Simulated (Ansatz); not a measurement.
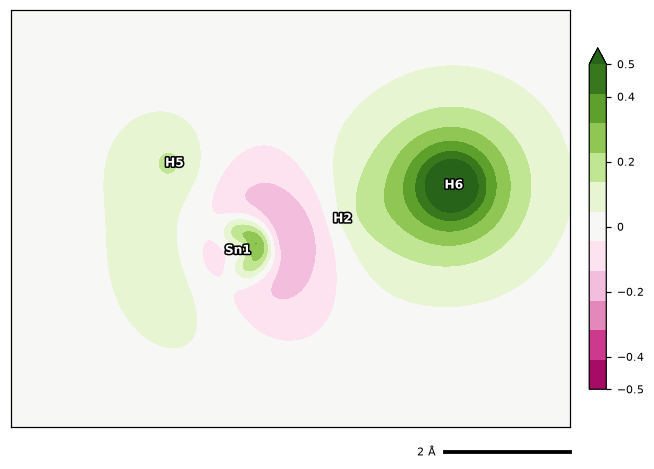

H$_{4}$Sn···H (doublet). The LUMO (β) on the plane of atoms H2, Sn1 and H5 (values in Å⁻³ᐟ²; the overall sign is arbitrary).

Core potentials replace the inner electrons of Sn.

These are results of UKS PBE-D4/def2-SVP (Ansatz), not measurements.

```yaml
atoms:
  - { symbol: Sn, position_ang: [0.0004, 0.0000, -0.0706] }
  - { symbol: H, position_ang: [0.0002, 0.0000, 1.6722] }
  - { symbol: H, position_ang: [1.6314, 0.0000, -0.6438] }
  - { symbol: H, position_ang: [-0.8151, 1.4126, -0.6441] }
  - { symbol: H, position_ang: [-0.8151, -1.4126, -0.6441] }
  - { symbol: H, position_ang: [-0.0001, 0.0000, 3.5322] }
```

Q: What is the character of this orbital?

A: It lies mainly on H6 (about 70 %), Sn1 (about 15 %) and H2 (about 10 %). Its energy is −2.46 eV.
